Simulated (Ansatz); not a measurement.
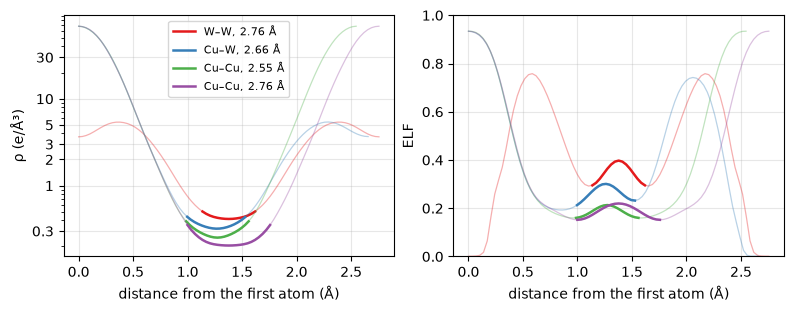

*CuW4. Valence electron density and ELF along straight lines between neighbouring atoms. Thin, pale parts lie inside the atomic spheres.*

Space group Cmme; a generated structure, not necessarily the stable one; changed on purpose from its base cell (volume × 1.03, shape and atoms relaxed); computed pressure about −7 GPa in this cell; computed without spin polarisation.

All numbers below come from DFT PBE, scalar-relativistic, plane waves, PAW in Ansatz 0.2.0.

Core electrons are frozen (PAW), and the valence fields are smoothed inside the atomic spheres.

```xyz
20
Lattice="3.2181 0.0000 0.0000 0.0000 4.4730 0.0000 0.0000 0.0000 22.1162" Properties=species:S:1:pos:R:3 pbc="T T T"
Cu    0.0000    3.3547    0.9866
Cu    1.6090    1.1182    0.9866
Cu    0.0000    1.1182   21.1296
Cu    1.6090    3.3547   21.1296
W     0.0000    3.3547    9.9136
W     1.6090    1.1182    9.9136
W     0.0000    1.1182   12.2026
W     1.6090    3.3547   12.2026
W     0.0000    3.3547   14.4803
W     1.6090    1.1182   14.4803
W     0.0000    1.1182   16.7636
W     1.6090    3.3547   16.7636
W     0.0000    1.1182    7.6358
W     1.6090    3.3547    7.6358
W     0.0000    1.1182    3.0996
W     1.6090    3.3547    3.0996
W     0.0000    3.3547    5.3526
W     1.6090    1.1182    5.3526
W     0.0000    3.3547   19.0166
W     1.6090    1.1182   19.0166
```

Compare the contacts.

W–W (2.76 Å): the density is about 0.41 e/Å³ at the midpoint; the ELF is about 0.40 at the midpoint.
Cu–W (2.66 Å): ρ is about 0.33 e/Å³ halfway; the ELF is about 0.30 at the midpoint: no shared electron pair shows on this line.
Cu–Cu (2.55 Å): ρ at the midpoint is about 0.25 e/Å³; the ELF is about 0.20 at the midpoint; no localised pair shows between them.
Cu–Cu (2.76 Å): ρ at the midpoint is about 0.2 e/Å³; the ELF is about 0.20 at the midpoint: no localised pair shows between them.
